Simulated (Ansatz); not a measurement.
The structure below was relaxed with PBEsol (Ansatz, a program for electronic structure; PAW; 420 eV plane waves; without spin-orbit coupling), at pressure 7.5 GPa.

```
CELL_PARAMETERS angstrom
      2.94494     0.00000     0.00000
      0.00000     2.94494     0.00000
      0.00000     0.00000     2.94494
ATOMIC_POSITIONS crystal
  Al 0.00000 0.00000 0.00000
  Ru 0.50000 0.50000 0.50000
```

Find the space group and the Wyckoff positions.

Space group Pm-3m (No. 221); a = 2.9449 Å, b = 2.9449 Å, c = 2.9449 Å, α = 90.00°, β = 90.00°, γ = 90.00°

```json
[
 {"atom": "Al", "site": "1a", "symmetry": "m-3m", "x": "0.0000", "y": "0.0000", "z": "0.0000"},
 {"atom": "Ru", "site": "1b", "symmetry": "m-3m", "x": "0.5000", "y": "0.5000", "z": "0.5000"}
]
```

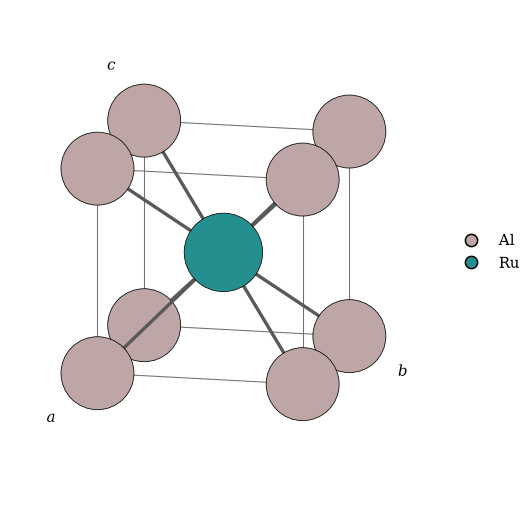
Figure: The conventional cell

Load acts through the strain it causes; cell and atoms are relaxed under it. Whether these cells are dynamically stable was not tested. No other phases were tried under pressure. The final runs are not spin-polarised. The cell was made from AlRu in the CsCl type structure (space group Pm-3m, No. 221) by this change: pressure 7.5 GPa.
